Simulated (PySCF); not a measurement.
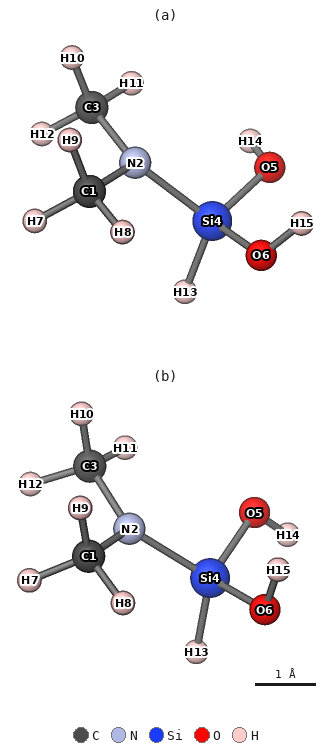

The structure of C$_{2}$H$_{9}$NO$_{2}$Si before (top) and after (bottom) a relaxation, at one scale.

Style: ball-and-stick. Shown from a free direction.

The start comes from GFN2-xTB. Its atoms were then displaced at random by about 0.01 Å.

These are results of PBE0-D3(BJ)/def2-SVP geometry optimisation, gas phase in PySCF, not measurements. 

> Describe what moved and what it gained.

After 17 geometry steps the energy has fallen by 34.8 kJ/mol. The atom that moves furthest after the best rigid fit is H14 (0.84 Å). By element the largest moves are H 0.84 Å, O 0.41 Å, N 0.15 Å, Si 0.10 Å, C 0.07 Å. Among the contacts that change: Si4–O5 1.595 → 1.663 Å, Si4–O6 1.615 → 1.661 Å, C1–H8 1.056 → 1.100 Å, N2–Si4 1.756 → 1.718 Å. Among the angles between lasting bonds that change: O5–Si4–O6 108.7° → 114.4°, Si4–O5–H14 120.3° → 115.1°, N2–Si4–O5 109.5° → 104.4°. Groups turn about Si4–O5 by about 95°, Si4–O6 by about 30°. The run took 3.8 min on 1 thread of AMD EPYC, with other jobs on the host.
